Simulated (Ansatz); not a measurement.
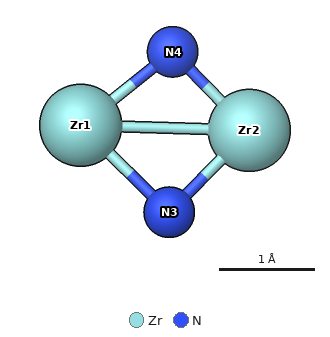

Fig. 1: The input geometry (ball-and-stick view, seen on its broad side; atoms are numbered from 1 in the order of the input). Sticks mark near contacts.

# Single-point calculation of Zr2N2 (charge +1)

System: Zr2N2, charge +1, multiplicity 2.
Method: UHF, rpa/STO-3G (Ansatz 0.2.0).

Some settings of this run were made unusual or wrong on purpose. The geometry comes from this level: PBE0-D4/def2-TZVP.

Log:
```
Functional definition: HF
  name "HF"
  cite "Fock, Z. Phys. 61, 126 (1930) doi:10.1007/BF01340294"
  parent pbe
  exchange = exact_x
  correlation = 0
these checks for a lower state are left out or cut short: starts
786 factors; integrals over basis functions are off by at most 6.5e-5 eV
mean field evaluation 1: about -193454.6236 eV, gradient 2.3e1 eV
mean field evaluation 2: about -193454.6622 eV, gradient 2.3e1 eV
mean field evaluation 4: about -193458.5662 eV, gradient 3.4e0 eV
mean field evaluation 8: about -193458.8059 eV, gradient 1.4e-1 eV
mean field -193458.80637585 eV, -7109.4800032238 hartree, gradient 2.3e-6 eV, S^2 0.753353; 0 other end points of the search recorded, 0 dependent functions left out
30 core orbitals not correlated: weight in the atoms' cores, before any rotation towards them, 0.998 or more for the frozen orbitals, at most 0.001 for the correlated occupied ones
reference -193458.80637585 eV, -7109.4800032238 hartree; 17, 16 occupied and 17, 18 virtual orbitals, 786 factors
Total energy: -193467.07057769 eV, -7109.7837070399 hartree
Checks for a lower state left out: starts
```

The run was set up as follows.

The input:
```yaml
crystal:
  periodic: [false, false, false]
  atoms:
    - {symbol: Zr, position_ang: [0.078800, -0.163554, 0.936917]}
    - {symbol: Zr, position_ang: [-0.079203, 0.191070, -0.802987]}
    - {symbol: N, position_ang: [-0.392540, -0.787128, -0.115374]}
    - {symbol: N, position_ang: [0.458434, 0.674455, 0.098807]}
basis:
  gaussian: {orbitals: STO-3G}
total_charge: 1
magnetization: {spin_polarized: true, initial_magnetization: 1}
hamiltonian: {xc: {name: HF}}
correlation: {method: rpa}
scf: {omitted_lower_state_checks: [starts]}
```

Run as:
```bash
ansatz run in.yaml --threads 4 --pin off --events-out ev --progress --plain --max-ram 3916MiB
```

What the run reported:

| quantity | value |
| --- | --- |
| outcome | converged |
| total energy | −193467.0706 eV |
| mean-field energy | −193458.8064 eV |
| ⟨S²⟩ | 0.753 |
| SCF solution under orbital rotations | stable |
| hardware | 4 threads of Arm Neoverse V1, 23 GiB of memory available, shared host |
| wall time | 0.95 s (CPU time 3.2 s) |
| peak memory | 0.31 GiB |

The input was spoiled on purpose: squeeze. The program still converged, but the numbers can't be taken as results for the intended system.
